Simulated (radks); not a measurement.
**Filling a Woods-Saxon well (radius 10.4 bohr*, depth 1.56 hartree*, edge 0.78 bohr*), with a point charge of +2 at the centre: electrons 7 to 10**

Aim: add electrons one at a time to a Woods-Saxon well (radius 10.4 bohr*, depth 1.56 hartree*, edge 0.78 bohr*), with a point charge of +2 at the centre, try the lowest free levels for each, keep the configuration of least energy, and see where shells close.

Program: radks, version 2. Model: non-relativistic spin-polarised Kohn-Sham, LDA (Slater exchange, Perdew-Wang correlation), spherically averaged shells. All values are calculated.

### 1 What is given

| Item | Value |
| --- | --- |
| well | a Woods-Saxon well (radius 10.4 bohr*, depth 1.56 hartree*, edge 0.78 bohr*), with a point charge of +2 at the centre |
| functional | LDA (Slater exchange, Perdew-Wang correlation) |
| levels | named by radial order: 1s, 1p, 1d, 2s, 1f and so on |
| units | effective atomic units, hartree* and bohr* |
| configuration carried in | 1s2 1p(up 3, down 0) 2s(up 1, down 0) (N = 6, energy -11.066924) |

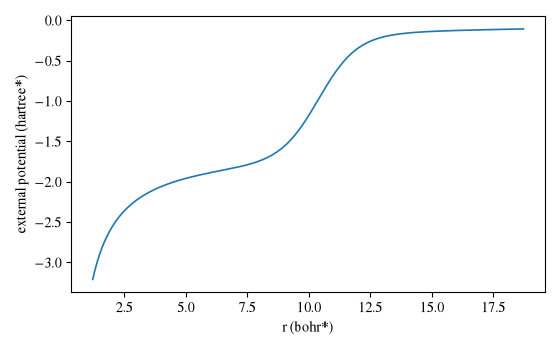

The external potential that the electrons feel.

The runs that follow: N = 7; N = 8; 9 electrons; Electron number 10.

Before running it: what results should come out? Wanted: closed shells at N; largest addition energy; most unpaired electrons; polarisability at N = 10; configuration at N = 10.

As calculated:

| quantity | value |
| --- | --- |
| closed shells at N | 10 |
| largest addition energy | 0.140 hartree* at N = 7 (of N = 7 to 9) |
| most unpaired electrons | 3 at N = 7 |
| polarisability at N = 10 | 550.1 bohr*³ |
| configuration at N = 10 | 1s2 1p6 2s2 |

**Reading.** Shells close at N = 10. The largest moment in range is 3, first at N = 7: exchange favours parallel spins in open shells. The model keeps every shell spherical, so real clusters and dots, which can deform, may order levels otherwise.
